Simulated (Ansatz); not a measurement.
# GaH2O2: the cost of one run

All numbers are computed with Ansatz 0.2.0, driven from Python. Level of theory: Hartree-Fock/def2-SVP.

### 1 The structure

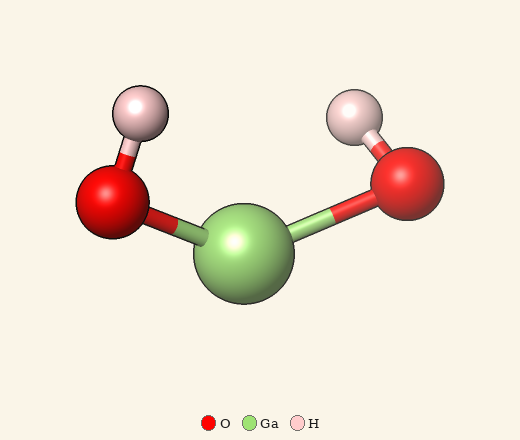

The starting structure, viewed from a chosen angle; oxygen red, gallium green, hydrogen pink.

The script holds or builds the structure itself.

### 2 Script

The input, gah2o2_states.py:

```python
"""Restricted and unrestricted solutions of GaH2O2, stretched and not."""

import ansatz as az
from ase import Atoms
import numpy as np

atoms = Atoms(["O", "Ga", "O", "H", "H"], positions=[
    [-0.1981, -0.6034, -1.5851],
    [-0.0923, -0.8108, 0.2901],
    [0.5127, 0.1744, 1.5399],
    [-0.7913, 0.1636, -1.2978],
    [0.619, 1.0025, 1.0115],
])
system = az.Crystal.molecule_from_ase(atoms)
symbols = [site.symbol for site in system.cartesian_sites]

start = np.array([site.position_ang for site in system.cartesian_sites])
for factor in [1.0, 1.3]:
    xyz = (start - start.mean(axis=0)) * factor
    scaled = az.Crystal.molecule()
    for symbol, place in zip(symbols, xyz):
        scaled = scaled.atom(symbol, place.tolist())
    base = scaled.calculation().basis(gaussian="def2-SVP").functional("hf").spin("collinear", total=1)
    for search in ("off", "standard"):
        try:
            data = base.scf(lower_state_search=search).run(threads=1, backend="cpu").report
        except az.AnsatzError as error:
            print(f"x{factor} search {search}: {type(error).__name__}")
            continue
        state = data["mean_field"]["state"]
        print(f"all distances x{factor}, search {search:8s} E = {data['free_energy_ev']:.5f} eV  <S^2> = {abs(state['spin_squared']):.3f}  other states met: {len(data['mean_field']['others'])}")
```

### 3 The input behind the calls

The engine receives this input (first run):

```yaml
crystal:
  periodic: [false, false, false]
  atoms:
    - { symbol: O, position_ang: [-0.2081, -0.58866, -1.5768199999999999] }
    - { symbol: Ga, position_ang: [-0.1023, -0.7960599999999999, 0.29838] }
    - { symbol: O, position_ang: [0.5027, 0.18914000000000006, 1.5481800000000001] }
    - { symbol: H, position_ang: [-0.8013, 0.17834000000000005, -1.28952] }
    - { symbol: H, position_ang: [0.609, 1.01724, 1.0197800000000001] }
basis:
  gaussian:
    orbitals: def2-SVP
hamiltonian:
  xc: hf
magnetization:
  spin_polarized: true
  initial_magnetization: 1.0
scf:
  lower_state_search: "off"
```

### 4 The run

The run is started by

```
> python gah2o2_states.py
```

Q: Estimate wall time and peak memory on 1 thread of Arm Neoverse N1, shared host.

About 29 s, with a peak of 0.25 GiB.
